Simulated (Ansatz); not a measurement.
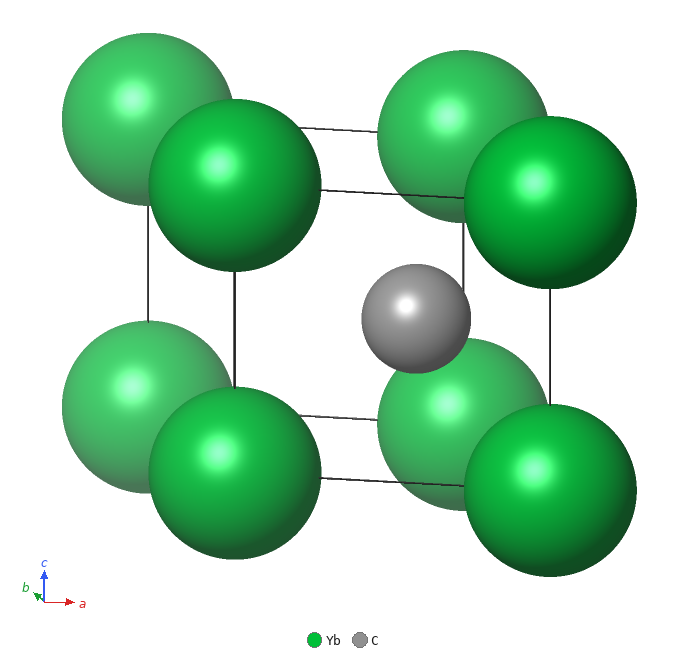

An orthographic spheres-only view of the structure, slightly off an axis. One conventional unit cell is framed, with atoms on its boundary repeated.

YbC, tungsten carbide (WC) type, space group P-6m2 (No. 187), a = 3.430 Å, b = 3.430 Å, c = 3.098 Å, α = 90.00°, β = 90.00°, γ = 120.00°. Starting structure: a structure type filled with these elements by a generator (whether the compound takes this form wasn't checked). Earlier steps of the study, as a rule a relaxation of our own, may have changed the cell and positions, so they can lie some per cent off the listed ones. A calculation with Ansatz used it as input.

This one geometry was computed with Ansatz (DFT, plane waves, PAW) at three levels of theory: r2SCAN, PBEsol and LDA.

Question: Which level gives the highest pressure at this volume, and what does that say about its equilibrium volume?

Answer: Highest: r2SCAN (-1.0 GPa), which points to the largest equilibrium volume. Lowest, with the smallest volume: LDA (-8.4 GPa). Levels within 0.5 GPa of each other can't be told apart.

Question: How does the band gap change with the level of theory?

Answer: All levels give a metal.

Question: Collect the results in a table.

Answer:
| level | cutoff (eV) | k-mesh of the run's cell | gap (eV) | pressure (GPa) | absolute moment (μB/atom) |
| --- | --- | --- | --- | --- | --- |
| r2SCAN | 500 | 12×12×10 | metal | -1.0 | 0.65 |
| PBEsol | 420 | 12×12×10 | metal | -4.7 | 0.00 |
| LDA | 420 | 12×12×10 | metal | -8.4 | 0.00 |

Gaps are taken on the k-mesh or band path of each run.
